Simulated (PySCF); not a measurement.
# [AlH4]− (SMILES [AlH4-]): CISD/STO-3G

Aim: the vertical singlet–triplet gap of [AlH4]− at CISD/STO-3G, from 2 runs. Input form: a Python script.

Program for the calculation: PySCF 2.14.0.

11 further runs of the same task are left out: 11 set aside as unsound or not needed.

### 1 The system as given

[AlH4]−: 5 atoms, total charge -1, spin state singlet. As SMILES, `[AlH4-]`. The shape comes from GFN2-xTB, which is rough for such elements, and wasn't checked as a minimum.

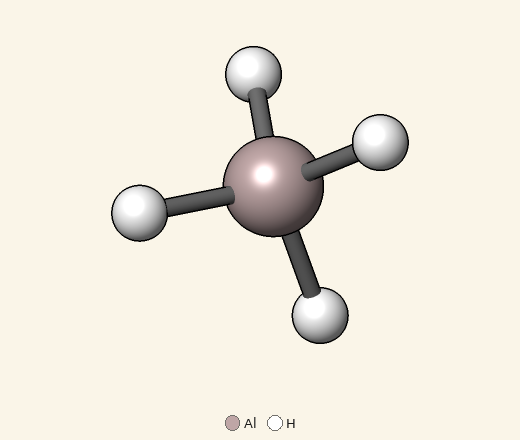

Viewed from a chosen angle; aluminium light grey, hydrogen white.

### 2 A single-point energy at CISD/STO-3G

mol.xyz reads:

```xyz
5
AlH4
Al    -0.000020     0.000060    -0.001080
H      1.443510    -0.504270     0.556410
H     -1.182970    -0.604500     0.939130
H     -0.203840    -0.517130    -1.530710
H     -0.056670     1.625850     0.036250
```

run.py reads:

```python
from pyscf import gto, scf, ci

system = gto.M(
    atom='mol.xyz',
    verbose=3,
    basis='sto-3g',
    charge=-1,
    max_memory=1860,
)

hf = scf.RHF(system)
hf.conv_tol = 1e-10
hf.kernel()
if not hf.converged:
    hf = hf.newton().run(hf.mo_coeff, hf.mo_occ)

cisd = ci.CISD(hf, frozen=5)
cisd.kernel()
energy = cisd.e_tot
print('E = %.10f Eh' % energy)
```

Command:

```
OMP_NUM_THREADS=1 python run.py
```

What it wrote:

```text
converged SCF energy = -241.147237562435
E(RCISD) = -241.2053910459213  E_corr = -0.05815348348618186
E = -241.2053910459 Eh
```

Wall time 0.69 s (1 thread of Arm Neoverse V1, shared host); peak memory 0.1 GiB.

### 3 The triplet, same level

calc.py reads:

```python
from pyscf import gto, scf, ci

system = gto.Mole()
system.atom = '''
Al      -0.000020       0.000060      -0.001080
H        1.443510      -0.504270       0.556410
H       -1.182970      -0.604500       0.939130
H       -0.203840      -0.517130      -1.530710
H       -0.056670       1.625850       0.036250
'''
system.max_memory = 1860
system.charge = -1
system.verbose = 3
system.spin = 2
system.basis = 'sto-3g'
system.build()

mf = scf.UHF(system)
mf.conv_tol = 1e-10
mf.kernel()
if not mf.converged:
    mf = mf.newton().run(mf.mo_coeff, mf.mo_occ)

cisd = ci.CISD(mf, frozen=5)
cisd.kernel()
e_tot = cisd.e_tot
print(f'total energy: {e_tot:.8f} hartree')
```

Command:

```
OMP_NUM_THREADS=1 python calc.py
```

What it wrote:

```text
WARN: HOMO 0.34937777465929 >= LUMO -0.29368933036163

WARN: HOMO 0.464137375718581 >= LUMO 0.29143602915719

WARN: HOMO 0.439565201612613 >= LUMO 0.339821064011885

WARN: HOMO 0.434078838185742 >= LUMO 0.354508084680272

WARN: HOMO 0.432044124586842 >= LUMO 0.358387920871251

WARN: HOMO 0.432818835413317 >= LUMO 0.357064893628809

WARN: HOMO 0.43173158468435 >= LUMO 0.362384908138915

WARN: HOMO 0.434878776486406 >= LUMO 0.356088201609865

WARN: HOMO 0.432386457983501 >= LUMO 0.359731781689538

WARN: HOMO 0.433368992253968 >= LUMO 0.359167658986767

WARN: HOMO 0.43282162116718 >= LUMO 0.35970825223599

WARN: HOMO 0.432862448368139 >= LUMO 0.359704824901401

WARN: HOMO 0.432888192942548 >= LUMO 0.359657556625102

WARN: HOMO 0.432878178325507 >= LUMO 0.359675462182089

WARN: HOMO 0.43287903922289 >= LUMO 0.359674813958122

WARN: HOMO 0.432878941344313 >= LUMO 0.359674674350192

converged SCF energy = -240.677522729612  <S^2> = 2.0028448  2S+1 = 3.001896
E(UCISD) = -240.7565692763625  E_corr = -0.07904654675027535
total energy: -240.75656928 hartree
```

It took 0.81 s on 1 thread of Arm Neoverse V1, shared host; peak memory 0.1 GiB.

### 4 Results

At CISD/STO-3G, 5 core orbitals frozen:

| quantity | value |
| --- | --- |
| singlet: total energy | -241.20539 Eh |
| singlet: HOMO energy (Hartree–Fock orbitals) | -1.39 eV |
| singlet: LUMO energy (Hartree–Fock orbitals) | 22.04 eV |
| singlet: HOMO–LUMO gap (to an unbound level, set by the basis) | 23.42 eV |
| singlet: correlation energy (5 core orbitals frozen) | -58.2 mEh |
| triplet: total energy | -240.75657 Eh |
| triplet: HOMO energy (Hartree–Fock orbitals) (highest over α and β) | 11.78 eV |
| triplet: correlation energy (5 core orbitals frozen) | -79.0 mEh |
| triplet: ⟨S²⟩ of the reference determinant | 2.003 |
| vertical energy of the triplet above the singlet | 12.213 eV |

In words: At this shape the triplet lies 12.21 eV (282 kcal/mol) above the singlet. For an anion a state so high probably lies above electron detachment. In a minimal basis such a difference can be off by several eV, whatever the method. Mulliken charges (singlet) of the mean-field density run from -0.42 on H3 to +0.68 on Al1; they depend strongly on the basis. Mulliken charges (triplet) of the mean-field density run from -0.48 on H4 to +0.38 on Al1. The HOMO (triplet) lies at positive energy, 11.78 eV: the electron is unbound at this level or held by a compact basis; values depend on the basis.
